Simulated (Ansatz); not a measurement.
# CH4ClNOSi: geometry relaxation (part 2 of 2)

CH4ClNOSi; RKS PBE/def2-mTZVP (Ansatz 0.2.0). It belongs to a series of runs on one base structure; here: end point B relaxed.

Geometry of the input (Å):
```
O  2.0583  0.6942  -1.0471
C  1.0276  0.0462  -0.4686
N  -0.1002  0.6645  -0.2853
Si -1.2185  -0.2903  0.4965
Cl -0.7809  -0.6851  2.4257
H  1.6672  1.6507  -1.2222
H  1.3603  -0.9839  -0.2278
H  -0.7066  1.4984  -0.4214
H  -1.3808  -1.5845  -0.1621
```

### Trajectory as extended XYZ, continued
```
9
Properties=species:S:1:pos:R:3:forces:R:3 step=6 energy=-25027.10758
O     1.9965    0.7200   -1.1809    0.0092   0.0430  -0.0177
C     1.0006    0.1300   -0.5095   -0.0640  -0.1290  -0.0921
N    -0.1245    0.6382   -0.1369    0.0544  -0.0653   0.0716
Si   -1.7023   -0.4431    0.4864    0.0557  -0.0913  -0.0499
Cl   -0.9542   -0.7000    2.5304   -0.0273   0.0525  -0.0627
H     1.7831    1.6561   -1.3895    0.0045  -0.0353   0.0344
H     1.1977   -0.9271   -0.3025    0.0113   0.0974  -0.0087
H    -0.2734    1.6383   -0.3117   -0.0305   0.0012   0.0539
H    -0.9972   -1.7022   -0.0981   -0.0134   0.1267   0.0713
9
Properties=species:S:1:pos:R:3:forces:R:3 step=7 energy=-25027.12058
O     1.9878    0.7230   -1.1973    0.0101   0.0811  -0.0605
C     0.9919    0.1187   -0.5388    0.0002  -0.1048  -0.0091
N    -0.1180    0.6269   -0.1234   -0.0161  -0.0558   0.0026
Si   -1.6983   -0.4647    0.4706    0.0932   0.0031  -0.0467
Cl   -1.0070   -0.6428    2.5384   -0.0358   0.0298  -0.0170
H     1.7863    1.6705   -1.3639    0.0044  -0.0599   0.0337
H     1.1808   -0.9465   -0.3732    0.0007   0.0770  -0.0173
H    -0.2550    1.6353   -0.2610   -0.0338  -0.0250   0.0695
H    -0.9421   -1.7103   -0.0638   -0.0230   0.0545   0.0447
9
Properties=species:S:1:pos:R:3:forces:R:3 step=8 energy=-25027.13787
O     1.9728    0.7370   -1.2559   -0.0771   0.2648  -0.0706
C     0.9939    0.0983   -0.6012   -0.0570   0.0793   0.1304
N    -0.0883    0.5967   -0.0950    0.0407  -0.0492  -0.0359
Si   -1.6679   -0.4919    0.4422    0.0536   0.0552   0.0413
Cl   -1.1657   -0.5369    2.5789   -0.0182   0.0079  -0.1612
H     1.7819    1.7026   -1.3275    0.0489  -0.2411   0.0140
H     1.1732   -0.9790   -0.5211   -0.0437   0.1081  -0.0169
H    -0.2206    1.6189   -0.1402    0.0801  -0.2293   0.0271
H    -0.8528   -1.7355    0.0075   -0.0274   0.0043   0.0719
9
Properties=species:S:1:pos:R:3:forces:R:3 step=9 energy=-25027.14472
O     1.9612    0.7502   -1.2837   -0.0749   0.3463  -0.0063
C     1.0001    0.0913   -0.6212   -0.1492   0.0694   0.0893
N    -0.0711    0.5747   -0.0745    0.0908  -0.0314  -0.0981
Si   -1.6666   -0.5010    0.4109    0.1849   0.0134   0.1522
Cl   -1.2257   -0.4795    2.5620   -0.0763   0.0160  -0.1144
H     1.7707    1.7198   -1.3147    0.0629  -0.3198   0.0026
H     1.1739   -0.9906   -0.5928   -0.0504   0.1430   0.0080
H    -0.1919    1.6000   -0.0660    0.0860  -0.2448  -0.0200
H    -0.8243   -1.7546    0.0676   -0.0737   0.0078  -0.0133
9
Properties=species:S:1:pos:R:3:forces:R:3 step=10 energy=-25027.15194
O     1.9533    0.7694   -1.3130   -0.0725   0.2924   0.0087
C     1.0103    0.0876   -0.6460   -0.1108   0.0521   0.0862
N    -0.0485    0.5513   -0.0600    0.0778  -0.0153  -0.0224
Si   -1.6490   -0.5127    0.4090    0.0803   0.0692   0.0843
Cl   -1.3091   -0.4260    2.5735   -0.0155  -0.0182  -0.1420
H     1.7594    1.7375   -1.3106    0.0523  -0.2689  -0.0108
H     1.1862   -0.9926   -0.6548   -0.0376   0.0878   0.0003
H    -0.1588    1.5757   -0.0074    0.0494  -0.2087  -0.0433
H    -0.8173   -1.7800    0.0969   -0.0234   0.0096   0.0390
9
Properties=species:S:1:pos:R:3:forces:R:3 step=11 energy=-25027.15142 accepted=F
O     1.9295    0.7701   -1.3313    0.0966   0.2563  -0.0710
C     1.0129    0.0851   -0.6365    0.3332  -0.2621  -0.1174
N    -0.0263    0.5409   -0.0319   -0.3791   0.1779   0.1755
Si   -1.6312   -0.4908    0.3929    0.0094  -0.0603   0.1692
Cl   -1.3371   -0.4305    2.5649   -0.0333  -0.0126  -0.1363
H     1.7349    1.7364   -1.3340    0.0080  -0.2166   0.0042
H     1.1964   -0.9939   -0.6374   -0.0100   0.0865  -0.0430
H    -0.1417    1.5589    0.0125    0.0297   0.0468  -0.0078
H    -0.8109   -1.7661    0.0885   -0.0545  -0.0159   0.0266
9
Properties=species:S:1:pos:R:3:forces:R:3 step=12 energy=-25027.15640
O     1.9488    0.7754   -1.3166    0.0023   0.1381  -0.0161
C     1.0138    0.0890   -0.6441    0.0220  -0.0325  -0.0163
N    -0.0406    0.5462   -0.0535   -0.0452  -0.0096   0.0460
Si   -1.6419   -0.5038    0.4055    0.0118   0.0069   0.0334
Cl   -1.3182   -0.4290    2.5624   -0.0140   0.0069  -0.0282
H     1.7536    1.7394   -1.3144    0.0141  -0.1088  -0.0027
H     1.1889   -0.9894   -0.6594   -0.0009   0.0257   0.0014
H    -0.1519    1.5666   -0.0044    0.0185  -0.0431  -0.0130
H    -0.8262   -1.7841    0.1122   -0.0087   0.0163  -0.0046
9
Properties=species:S:1:pos:R:3:forces:R:3 step=13 energy=-25027.15695
O     1.9372    0.7828   -1.3316    0.0091   0.0256   0.0031
C     1.0260    0.0823   -0.6378    0.0354   0.0613  -0.0442
N    -0.0232    0.5338   -0.0308   -0.0073   0.0951   0.0084
Si   -1.6384   -0.4881    0.3984    0.0339  -0.0322   0.0589
Cl   -1.3513   -0.4303    2.5600   -0.0256   0.0051  -0.0267
H     1.7185    1.7399   -1.3419    0.0014  -0.0420   0.0086
H     1.2203   -0.9910   -0.6546   -0.0292  -0.0266   0.0060
H    -0.1264    1.5558    0.0192    0.0038  -0.0669  -0.0076
H    -0.8364   -1.7750    0.1068   -0.0215  -0.0192  -0.0064
9
Properties=species:S:1:pos:R:3:forces:R:3 step=14 energy=-25027.15801
O     1.9404    0.7874   -1.3344    0.0028   0.0079  -0.0018
C     1.0253    0.0848   -0.6484    0.0234   0.0150  -0.0249
N    -0.0213    0.5317   -0.0339   -0.0073   0.0137   0.0176
Si   -1.6339   -0.4974    0.4018   -0.0048  -0.0059   0.0109
Cl   -1.3652   -0.4152    2.5623   -0.0027   0.0019  -0.0117
H     1.7299    1.7457   -1.3289   -0.0026  -0.0097   0.0040
H     1.2101   -0.9904   -0.6788   -0.0069  -0.0130   0.0051
H    -0.1264    1.5517    0.0247   -0.0011  -0.0107  -0.0006
H    -0.8325   -1.7881    0.1234   -0.0008   0.0007   0.0016
9
Properties=species:S:1:pos:R:3:forces:R:3 step=15 energy=-25027.15800 accepted=F
O     1.9403    0.7904   -1.3375    0.0098  -0.0243  -0.0028
C     1.0274    0.0849   -0.6521   -0.0428   0.0009   0.0264
N    -0.0177    0.5293   -0.0320    0.0052   0.0139  -0.0090
Si   -1.6335   -0.4995    0.4008    0.0090   0.0093   0.0025
Cl   -1.3713   -0.4103    2.5606   -0.0032   0.0005   0.0003
H     1.7289    1.7482   -1.3269   -0.0045   0.0049   0.0028
H     1.2064   -0.9917   -0.6833    0.0253   0.0088  -0.0200
H    -0.1232    1.5491    0.0295   -0.0015  -0.0067   0.0012
H    -0.8309   -1.7902    0.1286    0.0027  -0.0074  -0.0013
9
Properties=species:S:1:pos:R:3:forces:R:3 step=16 energy=-25027.15808
O     1.9404    0.7885   -1.3358    0.0024  -0.0016  -0.0026
C     1.0259    0.0849   -0.6504   -0.0005   0.0038   0.0007
N    -0.0198    0.5307   -0.0329    0.0016   0.0030   0.0000
Si   -1.6337   -0.4985    0.4017    0.0000  -0.0006   0.0017
Cl   -1.3679   -0.4126    2.5614   -0.0021   0.0011  -0.0014
H     1.7298    1.7467   -1.3273   -0.0019   0.0000   0.0018
H     1.2089   -0.9908   -0.6817    0.0008  -0.0024  -0.0026
H    -0.1255    1.5504    0.0267   -0.0003  -0.0022   0.0013
H    -0.8318   -1.7893    0.1260    0.0002  -0.0012   0.0011
```

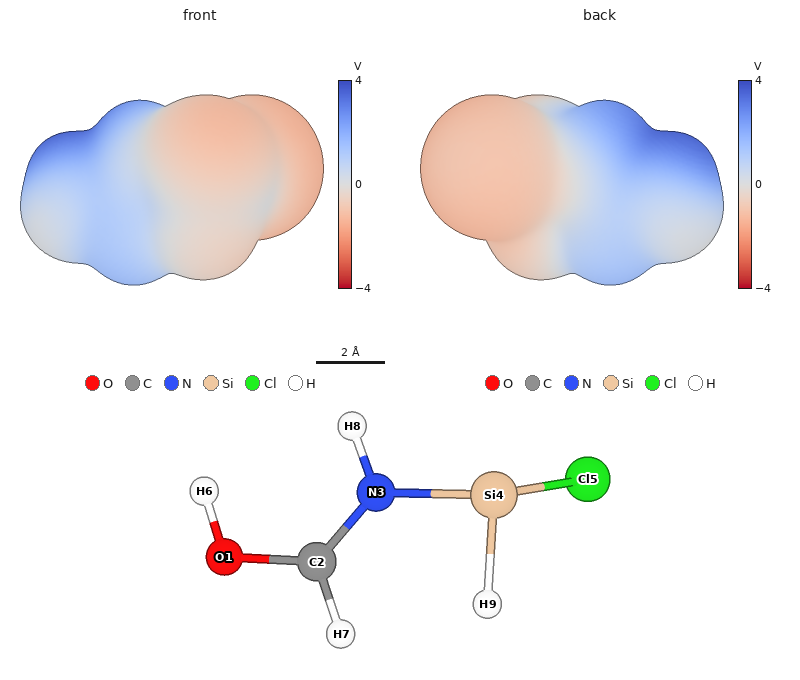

Fig. 1: The molecular electrostatic potential painted on the density surface at 0.001 e/bohr³, seen at a tilt and from behind; the colour scale runs from red (negative) to blue (positive). The bare structure is drawn below in the same view.

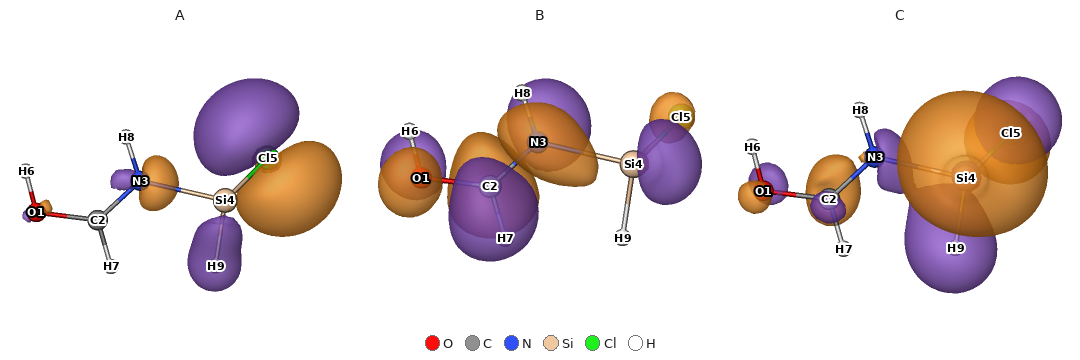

Fig. 2: Three frontier orbitals at ±0.1 Å⁻³ᐟ² (orange and purple are the two phases). A is the HOMO−1 (−6.65 eV). C is the HOMO (−4.65 eV). It lies mainly on Si4 (60 %), Cl5 (20 %) and H9 (10 %). B is the LUMO (−2.65 eV). It lies mainly on C2 (40 %), N3 (25 %), O1 (15 %) and Si4 (10 %); π-antibonding (π*) across C2–N3. The HOMO–LUMO gap is 2.00 eV between the orbital energies.

### Summary

- outcome: converged
- total energy: −25027.1581 eV
- mean-field energy: −25027.1581 eV
- largest force (length of the vector) at the end: 0.004 eV/Å
- hardware: 2 threads of Intel Xeon (Granite Rapids), 16 GiB of memory available, shared host
- wall time: 22 s (CPU time 42 s)
- peak memory: 0.24 GiB
